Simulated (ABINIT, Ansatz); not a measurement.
## A GW run on SiC (Moissanite) in ABINIT, with inputs changed

A base run on SiC (Moissanite), then changed inputs.

Method: PBE and many-body steps on it, plane waves, in ABINIT 10.8.3.

### 1. Starting point

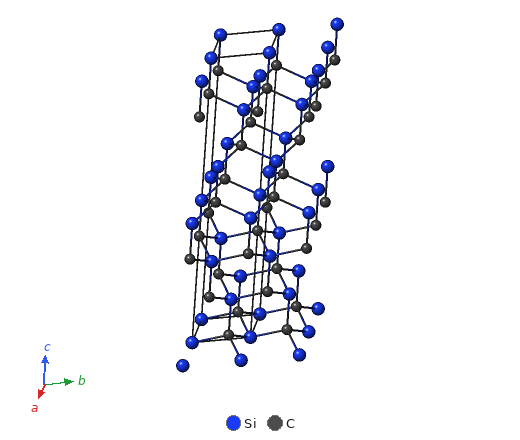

Start, viewed slightly off an axis; silicon blue, carbon dark grey. 2×2×1 cells are drawn. Bonds to atoms that aren't drawn are left out. Some periodic images of atoms are drawn too.

The cell and positions come from the Crystallography Open Database and are kept as given unless a step says otherwise.

### 2. Screening, 6×6×1 mesh, 257 bands, screening to 141.5 eV

This step: ABINIT 10.8.3; RPA screening on PBE, plane waves, norm-conserving pseudopotentials.

The RPA dielectric matrix is built and inverted for each q.

The input, run.abi:

```
acell 3*1.0 Angstrom
rprim 
  3.081000000023 -0.000000000005 0.000000000000
  -1.540500000007 2.668224269083 0.000000000000
  0.000000000000 0.000000000000 15.124800000000
ntypat 2
znucl 14 6
natom 12
typat 1 1 1 1 1 1 2 2 2 2 2 2
xred 
  0.000000000000 0.000000000000 0.000000000000
  0.000000000000 0.000000000000 0.500000000000
  0.333333333333 0.666666666667 0.166400000000
  0.666666666667 0.333333333333 0.666400000000
  0.666666666667 0.333333333333 0.332900000000
  0.333333333333 0.666666666667 0.832900000000
  0.333333333333 0.666666666667 0.041200000000
  0.666666666667 0.333333333333 0.541200000000
  0.666666666667 0.333333333333 0.208000000000
  0.333333333333 0.666666666667 0.708000000000
  0.000000000000 0.000000000000 0.374600000000
  0.000000000000 0.000000000000 0.874600000000
pp_dirpath "pseudos"
pseudos "Si.upf, C.upf"
ecut 37
ngkpt 6 6 1
nshiftk 1
shiftk 0 0 0
kptopt 1
chksymbreak 0
istwfk *1
occopt 1
irdwfk 1
optdriver 3
nband 257
ecuteps 5.2
inclvkb 2
awtr 1
symchi 1
indata_prefix "in"
outdata_prefix "out"
tmpdata_prefix "tmp"
```

Started as:

```console
> OMP_NUM_THREADS=1 mpirun -n 8 abinit run.abi > log
```

The program printed:

```text
.Version 10.8.3 of ABINIT. v10.8.2 released Aug 2026.

 Symmetries : space group P6_3 m c (#186); Bravais hP (primitive hexag.)
[... echo of the input left out ...]
== DATASET  1 ==================================================================
-   mpi_nproc: 8, omp_nthreads: 1 (-1 if OMP is not activated)

--- !DatasetInfo
iteration_state: {dtset: 1, }
dimensions: {natom: 12, nkpt: 7, mband: 257, nsppol: 1, nspinor: 1, nspden: 1, mpw: 9084, }
cutoff_energies: {ecut:  37.0, pawecutdg:  -1.0, }
electrons: {nelect:   4.80000000E+01, charge:   0.00000000E+00, occopt:   1.00000000E+00, tsmear:   1.00000000E-02, }

 SCREENING: Calculation of the susceptibility and dielectric matrices

 Based on a program developped by R.W. Godby, V. Olevano, G. Onida, and L. Reining.
 Incorporated in ABINIT by V. Olevano, G.-M. Rignanese, and M. Torrent.
.Using double precision arithmetic ; gwpc =  8

[... cell and pseudopotentials left out ...]
--------------------------------------------------------------------------------

 ==== K-mesh for the wavefunctions ====
 Number of points in the irreducible wedge :     7
[... list of points left out ...]
 Together with 12 symmetry operations and time-reversal symmetry
 yields    36 points in the full Brillouin Zone.

 ==== Q-mesh for the screening function ====
 Number of points in the irreducible wedge :     7
[... list of points left out ...]
 Together with 12 symmetry operations and time-reversal symmetry
 yields    36 points in the full Brillouin Zone.

 setmesh: FFT mesh size selected  =    20x   20x  108
          total number of points  =        43200

 vcoul_init : cutoff-mode = AUXILIARY_FUNCTION
 q-points for optical limit:   1
     1)      0.000010    0.000020    0.000030

- screening: taking advantage of time-reversal symmetry
- Maximum band index for partially occupied states nbvw = 24
- Remaining bands to be divided among processors   nbcw = 233
- Number of bands treated by each node ~29

 Number of electrons calculated from density =   48.0000; Expected =   48.0000
 average of density, n =  0.057206
 r_s =    1.6100
 omega_plasma =   23.0715 [eV]

 calculating chi0 at frequencies [eV] :
  1    0.000000E+00    0.000000E+00
  2    0.000000E+00    2.307151E+01

--------------------------------------------------------------------------------
  q-point number  1        q = ( 0.000000, 0.000000, 0.000000) [r.l.u.]
--------------------------------------------------------------------------------
[... chi0 elements left out ...]
 For q-point:  0.000010 0.000020 0.000030
  dielectric constant =   6.9781
  dielectric constant without local fields =   7.6263

  Average fulfillment of the sum rule on Im[epsilon] for q-point    1 :     88.33  [%]
[... wings left out ...]
  q-point number  2        q = ( 0.166667, 0.000000, 0.000000) [r.l.u.]
--------------------------------------------------------------------------------
[... chi0 elements left out ...]
  Average fulfillment of the sum rule on Im[epsilon] for q-point    2 :     88.44  [%]

 [... 5 further q-points ...]
```

It took 2.8 min on 8 MPI ranks of Arm Neoverse V2, shared host; peak memory 4 GiB.

This step gave:

* ε∞ with local fields, on this mesh, along the program's q direction: 6.978
* the same without local fields: 7.626
* plasma frequency: 23.07 eV
* plane waves in the screening matrix: 431

Local fields lower ε∞ by 8 %. On a Γ-centred mesh this coarse the value itself is usually too large, while a short band sum pulls it down.

### 3. Base

The self-energy is evaluated for the states that the input lists, and the levels follow from it, in one-shot runs by the linearised quasiparticle equation.

This step: G0W0 on PBE, plane waves, norm-conserving pseudopotentials.

Edit run.abi of step 2 so:

```diff
@@ -33,8 +33,17 @@
 irdwfk 1
-optdriver 3
+optdriver 4
 nband 257
+gwcalctyp 0
+ecutsigx 37
+symsigma 1
+nkptgw 2
+kptgw 
+  0.0000000000 0.0000000000 0.0000000000
+  0.5000000000 0.0000000000 0.0000000000
+bdgw 
+  23 26
+  23 26
 ecuteps 5.2
-inclvkb 2
-awtr 1
-symchi 1
+irdscr 1
+ppmodel 1
 indata_prefix "in"
```

The program printed:

```text
.Version 10.8.3 of ABINIT. v10.8.2 released Aug 2026.

 Symmetries : space group P6_3 m c (#186); Bravais hP (primitive hexag.)
[... echo of the input left out ...]
== DATASET  1 ==================================================================
-   mpi_nproc: 8, omp_nthreads: 1 (-1 if OMP is not activated)

--- !DatasetInfo
iteration_state: {dtset: 1, }
dimensions: {natom: 12, nkpt: 7, mband: 257, nsppol: 1, nspinor: 1, nspden: 1, mpw: 9084, }
cutoff_energies: {ecut:  37.0, pawecutdg:  -1.0, }
electrons: {nelect:   4.80000000E+01, charge:   0.00000000E+00, occopt:   1.00000000E+00, tsmear:   1.00000000E-02, }

 SIGMA: Calculation of the GW corrections

 Based on a program developped by R.W. Godby, V. Olevano, G. Onida, and L. Reining.
 Incorporated in ABINIT by V. Olevano, G.-M. Rignanese, and M. Torrent.
.Using double precision arithmetic ; gwpc =  8

[... cell and pseudopotentials left out ...]
--------------------------------------------------------------------------------

 ==== K-mesh for the wavefunctions ====
 Number of points in the irreducible wedge :     7
[... list of points left out ...]
 Together with 12 symmetry operations and time-reversal symmetry
 yields    36 points in the full Brillouin Zone.

 ==== Q-mesh for screening function ====
 Number of points in the irreducible wedge :     7
[... list of points left out ...]
 Together with 12 symmetry operations and time-reversal symmetry
 yields    36 points in the full Brillouin Zone.

 vcoul_init : cutoff-mode = AUXILIARY_FUNCTION
 q-points for optical limit:   1
     1)      0.000010    0.000020    0.000030
 setmesh: FFT mesh size selected  =    27x   27x  160
          total number of points  =       116640

 Number of electrons calculated from density =   48.0000; Expected =   48.0000
 average of density, n =  0.057206
 r_s =    1.6100
 omega_plasma =   23.0715 [eV]

 === KS Band Gaps ===
  >>>> For spin  1
   Minimum direct gap =   3.1231 [eV], located at k-point      :   0.5000  0.0000  0.0000
   Fundamental gap    =   2.0167 [eV], Top of valence bands at :   0.0000  0.0000  0.0000
                                       Bottom of conduction at :   0.5000  0.0000  0.0000
 SIGMA fundamental parameters:
 PLASMON POLE MODEL  1
 number of plane-waves for SigmaX                 8941
 number of plane-waves for SigmaC and W            431
 number of plane-waves for wavefunctions          8941
 number of bands                                   257
 number of independent spin polarizations            1
 number of spinorial components                      1
 number of k-points in IBZ                           7
 number of q-points in IBZ                           7
 number of symmetry operations                      12
 number of k-points in BZ                           36
 number of q-points in BZ                           36
 number of frequencies for dSigma/dE                 9
 frequency step for dSigma/dE [eV]                0.25
 number of omega for Sigma on real axis              0
 max omega for Sigma on real axis  [eV]           0.00
 zcut for avoiding poles [eV]                     0.10

 EPSILON^-1 parameters (SCR file):
 dimension of the eps^-1 matrix on file            431
 dimension of the eps^-1 matrix used               431
 number of plane-waves for wavefunctions          8941
 number of bands                                   257
 number of q-points in IBZ                           7
 number of frequencies                               2
 number of real frequencies                          1
 number of imag frequencies                          1

 matrix elements of self-energy operator (all in [eV])

 Perturbative Calculation

--- !SelfEnergy_ee
iteration_state: {dtset: 1, }
kpoint     : [   0.000,    0.000,    0.000, ]
spin       : 1
KS_gap     :    5.164
QP_gap     :    5.997
Delta_QP_KS:    0.833
data: !SigmaeeData |
     Band     E0 <VxcDFT>   SigX SigC(E0)      Z dSigC/dE  Sig(E)    E-E0       E
       23   6.871 -14.954 -17.604   2.282   0.794  -0.259 -15.247  -0.293   6.579
       24   6.871 -14.954 -17.604   2.282   0.794  -0.259 -15.247  -0.293   6.579
       25  12.036 -12.147  -6.933  -4.544   0.807  -0.240 -11.607   0.540  12.576
       26  12.207 -12.097  -6.845  -4.591   0.806  -0.241 -11.564   0.533  12.740

--- !SelfEnergy_ee
iteration_state: {dtset: 1, }
kpoint     : [   0.500,    0.000,    0.000, ]
spin       : 1
KS_gap     :    3.123
QP_gap     :    3.910
Delta_QP_KS:    0.787
data: !SigmaeeData |
     Band     E0 <VxcDFT>   SigX SigC(E0)      Z dSigC/dE  Sig(E)    E-E0       E
       23   5.209 -13.906 -16.983   2.457   0.792  -0.263 -14.397  -0.491   4.718
       24   5.765 -14.499 -17.613   2.550   0.791  -0.264 -14.946  -0.446   5.318
       25   8.888 -10.928  -6.753  -3.760   0.818  -0.223 -10.588   0.340   9.228
       26   9.078 -10.777  -6.493  -3.872   0.819  -0.222 -10.439   0.338   9.416

== END DATASET(S) ==============================================================
================================================================================

 -outvars: echo values of variables after computation  --------
           etotal      0.0000000000E+00
            nband         257
             nkpt           7
          spgroup         186
 [... the other variables as echoed above ...]

 Calculation completed.
```

Elapsed: 25 s, on 8 MPI ranks; peak memory 2.9 GiB; 3.3 min of CPU time.

Numbers from this step:

| Item | Value |
| --- | --- |
| G0W0 gap on the points computed | 2.649 eV |
| starting gap on the mesh | 2.017 eV |
| k of the valence top | 0, 0, 0 |
| k of the conduction bottom | 0.5, 0, 0 |
| Z at the valence top | 0.794 |
| Z at the conduction bottom | 0.818 |
| least direct G0W0 gap on the computed points | 3.91 eV |

The gap on the mesh goes from 2.02 eV to 2.65 eV, a correction of +0.63 eV.

### 4. Scissors in G

Edit run.abi of step 3 so:

```diff
@@ -48,2 +48,3 @@
 ppmodel 1
+mbpt_sciss 0.5 eV
 indata_prefix "in"
```

The program printed:

```text
.Version 10.8.3 of ABINIT. v10.8.2 released Aug 2026.

 Symmetries : space group P6_3 m c (#186); Bravais hP (primitive hexag.)
[... echo of the input left out ...]
== DATASET  1 ==================================================================
-   mpi_nproc: 8, omp_nthreads: 1 (-1 if OMP is not activated)

--- !DatasetInfo
iteration_state: {dtset: 1, }
dimensions: {natom: 12, nkpt: 7, mband: 257, nsppol: 1, nspinor: 1, nspden: 1, mpw: 9084, }
cutoff_energies: {ecut:  37.0, pawecutdg:  -1.0, }
electrons: {nelect:   4.80000000E+01, charge:   0.00000000E+00, occopt:   1.00000000E+00, tsmear:   1.00000000E-02, }

 SIGMA: Calculation of the GW corrections

 Based on a program developped by R.W. Godby, V. Olevano, G. Onida, and L. Reining.
 Incorporated in ABINIT by V. Olevano, G.-M. Rignanese, and M. Torrent.
.Using double precision arithmetic ; gwpc =  8

[... cell and pseudopotentials left out ...]
--------------------------------------------------------------------------------

 ==== K-mesh for the wavefunctions ====
 Number of points in the irreducible wedge :     7
[... list of points left out ...]
 Together with 12 symmetry operations and time-reversal symmetry
 yields    36 points in the full Brillouin Zone.

 ==== Q-mesh for screening function ====
 Number of points in the irreducible wedge :     7
[... list of points left out ...]
 Together with 12 symmetry operations and time-reversal symmetry
 yields    36 points in the full Brillouin Zone.

 vcoul_init : cutoff-mode = AUXILIARY_FUNCTION
 q-points for optical limit:   1
     1)      0.000010    0.000020    0.000030
 setmesh: FFT mesh size selected  =    27x   27x  160
          total number of points  =       116640

 Number of electrons calculated from density =   48.0000; Expected =   48.0000
[...]
max omega for Sigma on real axis  [eV]           0.00
 zcut for avoiding poles [eV]                     0.10
 scissor energy [eV]                              0.50

 EPSILON^-1 parameters (SCR file):
 dimension of the eps^-1 matrix on file            431
 dimension of the eps^-1 matrix used               431
 number of plane-waves for wavefunctions          8941
 number of bands                                   257
 number of q-points in IBZ                           7
 number of frequencies                               2
 number of real frequencies                          1
 number of imag frequencies                          1

 matrix elements of self-energy operator (all in [eV])

 Perturbative Calculation

--- !SelfEnergy_ee
iteration_state: {dtset: 1, }
kpoint     : [   0.000,    0.000,    0.000, ]
spin       : 1
KS_gap     :    5.164
QP_gap     :    6.055
Delta_QP_KS:    0.891
data: !SigmaeeData |
     Band     E0 <VxcDFT>   SigX SigC(E0)      Z dSigC/dE  Sig(E)    E-E0       E
       23   6.871 -14.954 -17.604   2.314   0.795  -0.257 -15.222  -0.268   6.604
       24   6.871 -14.954 -17.604   2.314   0.795  -0.257 -15.222  -0.268   6.604
       25  12.036 -12.147  -6.933  -4.561   0.807  -0.239 -11.524   0.623  12.659
[...]
--- !SelfEnergy_ee
iteration_state: {dtset: 1, }
kpoint     : [   0.500,    0.000,    0.000, ]
spin       : 1
KS_gap     :    3.123
QP_gap     :    3.960
Delta_QP_KS:    0.837
data: !SigmaeeData |
     Band     E0 <VxcDFT>   SigX SigC(E0)      Z dSigC/dE  Sig(E)    E-E0       E
[...]
25   8.888 -10.928  -6.753  -3.781   0.819  -0.222 -10.515   0.414   9.302
       26   9.078 -10.777  -6.493  -3.892   0.819  -0.220 -10.365   0.412   9.490

== END DATASET(S) ==============================================================
================================================================================

 -outvars: echo values of variables after computation  --------
           etotal      0.0000000000E+00
            nband         257
             nkpt           7
          spgroup         186
 [... the other variables as echoed above ...]

 Calculation completed.
```

Wall time 24 s (8 MPI ranks); peak memory 2.9 GiB.

This step gave:

* G0W0 gap on the points computed: 2.698 eV
* starting gap on the mesh: 2.017 eV
* k of the valence top: 0, 0, 0
* k of the conduction bottom: 0.5, 0, 0
* Z at the valence top: 0.795
* Z at the conduction bottom: 0.819
* least direct G0W0 gap on the computed points: 3.96 eV

### 5. More bands than the file holds

Edit run.abi of step 4 so:

```diff
@@ -34,3 +34,3 @@
 optdriver 4
-nband 257
+nband 1785
 gwcalctyp 0
@@ -48,3 +48,2 @@
 ppmodel 1
-mbpt_sciss 0.5 eV
 indata_prefix "in"
```

The program printed:

```text
.Version 10.8.3 of ABINIT. v10.8.2 released Aug 2026.

 Symmetries : space group P6_3 m c (#186); Bravais hP (primitive hexag.)
================================================================================
 Values of the parameters that define the memory need of the present run
     intxc =       0    ionmov =       0      iscf =       7    lmnmax =       6
     lnmax =       6     mgfft =     160  mpssoang =       3    mqgrid =    7827
     natom =      12  nloc_mem =       1    nspden =       1   nspinor =       1
    nsppol =       1      nsym =      12    n1xccc =    2501    ntypat =       2
    occopt =       1   xclevel =       2
-    mband =        1785        mffmem =           1         mkmem =           1
       mpw =        9084          nfft =      163840          nkpt =           7
================================================================================
  Rough estimation (10% accuracy) of disk space for files :
================================================================================

--------------------------------------------------------------------------------
------------- Echo of variables that govern the present computation ------------
--------------------------------------------------------------------------------
 -outvars: echo values of preprocessed input variables --------
            acell      1.8897261259E+00  1.8897261259E+00  1.8897261259E+00 Bohr

             bdgw          23      26      23      26
      chksymbreak           0
             ecut      3.70000000E+01 Hartree
          ecuteps      5.20000000E+00 Hartree
         ecutsigx      3.70000000E+01 Hartree
          ecutwfn      3.70000000E+01 Hartree
-          fftalg         312
           irdscr           1
           irdwfk           1

[...]
SIGMA: Calculation of the GW corrections

 Based on a program developped by R.W. Godby, V. Olevano, G. Onida, and L. Reining.
 Incorporated in ABINIT by V. Olevano, G.-M. Rignanese, and M. Torrent.
.Using double precision arithmetic ; gwpc =  8

 Real(R)+Recip(G) space primitive vectors, cartesian coordinates (Bohr,Bohr^-1):
 R(1)=  5.8222462  0.0000000  0.0000000  G(1)=  0.1717550  0.0991628  0.0000000
 R(2)= -2.9111231  5.0422131  0.0000000  G(2)=  0.0000000  0.1983256  0.0000000
 R(3)=  0.0000000  0.0000000 28.5817297  G(3)=  0.0000000  0.0000000  0.0349874
 Unit cell volume ucvol=  8.3907401E+02 bohr^3
 Angles (23,13,12)=  9.00000000E+01  9.00000000E+01  1.20000000E+02 degrees

--- Pseudopotential description ------------------------------------------------
- Si Generated using ONCVPSP code by D. R. Hamann
- 14.00000   4.00000  171031                  znucl, zion, pspdat
12 -101130 2 -1 1510                          pspcod,pspxc,lmax,lloc,mmax
     nproj     2     2     2
  pspatm : epsatm=    9.34321561
         --- l  ekb(1:nproj) -->
[...]
pspatm: atomic psp has been read  and splines computed

- C Generated using ONCVPSP code by D. R. Hamann
-  6.00000   4.00000  171031                  znucl, zion, pspdat
12 -101130 1 -1 1248                          pspcod,pspxc,lmax,lloc,mmax
     nproj     2     2     0
  pspatm : epsatm=    4.31346680
         --- l  ekb(1:nproj) -->
             0    6.481548    0.385504
             1   -4.199961   -0.877517
 pspatm: atomic psp has been read  and splines computed

   3.93312453E+03                                ecore*ucvol(ha*bohr**3)
--------------------------------------------------------------------------------

--- !ERROR
message: |
    Number of bands stored WFK file is less than required.
    WFK mband: 653, self-energy nband: 1785

--- !ERROR
message: |
    Number of bands stored WFK file is less than required.
    WFK mband: 653, self-energy nband: 1785

--- from the log ---
Number of bands stored WFK file is less than required.
    WFK mband: 653, self-energy nband: 1785
```

Wall time 2.9 s (8 MPI ranks); peak memory 0.06 GiB.

The run stopped with an error after 2.9 s.

The program's words: Number of bands stored WFK file is less than required. WFK mband: 653, self-energy nband: 1785

The fault put into this input: more bands than the file holds.

### 6. Side by side

Times are wall times on 8 MPI ranks of Arm Neoverse V2, shared host, good to a factor of about two. A run's time includes the screening step that it read.

| run | mesh | bands | screening cutoff (eV) | DFT gap (eV) | gap on the mesh (eV) | direct (eV) | ε∞ used | time |
| --- | --- | --- | --- | --- | --- | --- | --- | --- |
| base | 6×6×1 | 257 | 141.5 | 2.017 | 2.649 | 3.910 | 6.98 | 3.2 min |
| scissors in G | 6×6×1 | 257 | 141.5 | 2.017 | 2.698 | 3.960 | 6.98 | 3.2 min |

### 7. Summary of results

| Quantity | Value |
| --- | --- |
| base | 2.649 eV |
| scissors in G | 2.698 eV |
| known limits | not at the basis limit; coarse k mesh |

In words: Scissors in G: +0.049 eV against base (keys changed: mbpt_sciss). Bands and cutoff are finite, so the gap is not at the basis limit. The miss can reach some tenths of an eV and take either sign; the mesh is an error of its own. In the G0W0 runs levels were corrected at 2 k points alone, so a gap called «on the mesh» is the least over those, and an edge elsewhere would be missed. The 6×6×1 mesh is coarse for this cell, which bears on the long-range parts of exchange and screening.

[Paths, hosts, dates, memory and timing lines, banners, echoed tables and standing remarks are left out of the program output.]

[Logs are printed without paths, hosts, clocks, repeated set-up lines and the standing remarks that a program may print on its own settings, such as how far it seeks lower states.]

[Runs of the session that timed out or met a known fault of the program may be left out.]

[Hosts, paths, dates, database ids (printed as entryN), source tags and the programs' standing remarks are cut or masked in the printed files.]

[G0W0 gaps are taken among the corrected bands and points alone; a level outside them can change the order at an edge.]

[Where Ansatz stands beside ABINIT at settings called matched, ABINIT's density can come from a denser mesh and the files from another edition; pairs whose starting gaps differed by over 0.03 eV were left out, so agreement reads better than it is.]
